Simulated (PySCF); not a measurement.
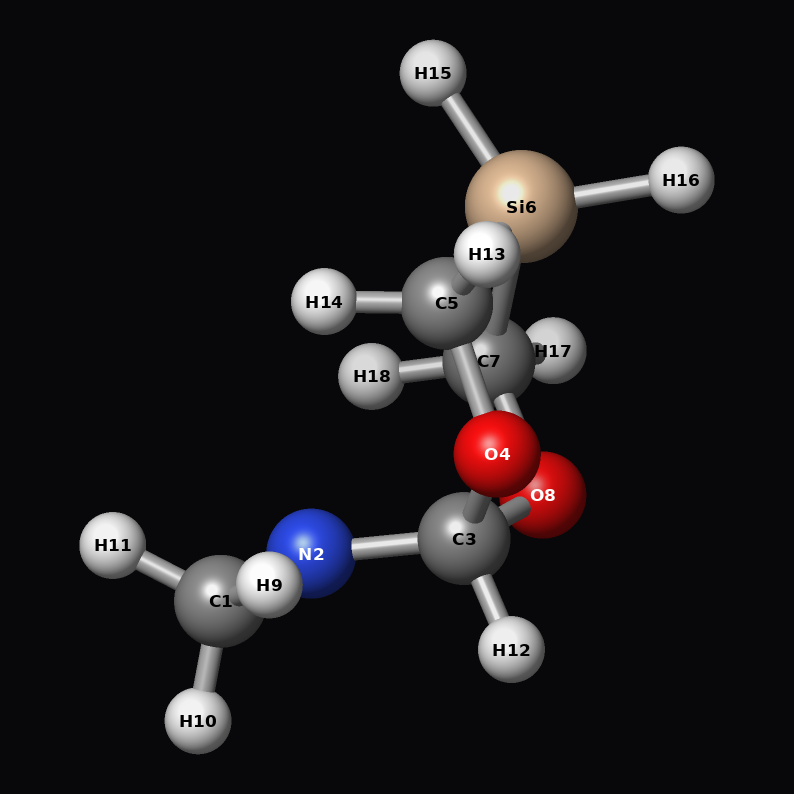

The species is neutral and a spin doublet. The computed structure is the end point of a GFN2-xTB optimisation. No frequency run is at hand to confirm it as a minimum. Method: UKS B3LYP, pcH-1 on C H N O Si, non-relativistic (PySCF 2.14.0).

Give the isotropic hyperfine couplings (Fermi-contact term alone) of C1, N2, C3, O4, C5, Si6, C7, O8, H9, H10, H11, H12, H13, H14, H15, H16, H17, H18.

```tsv
atom	isotope	a_iso (MHz)
C1	13C	−33.2
N2	14N	33.9
C3	13C	−29.8
O4	17O	−16.5
C5	13C	−0.3
Si6	29Si	0.6
C7	13C	−1.2
O8	17O	−2.5
H9	1H	18.6
H10	1H	184.6
H11	1H	78.6
H12	1H	130.9
H13	1H	−1.0
H14	1H	0.5
H15	1H	0.1
H16	1H	0.0
H17	1H	1.2
H18	1H	7.0
```

The geometry is semi-empirical. Around Si such bond lengths and angles can be off by a tenth of an ångström or more and by several degrees, and values that hang on the shape move with them.
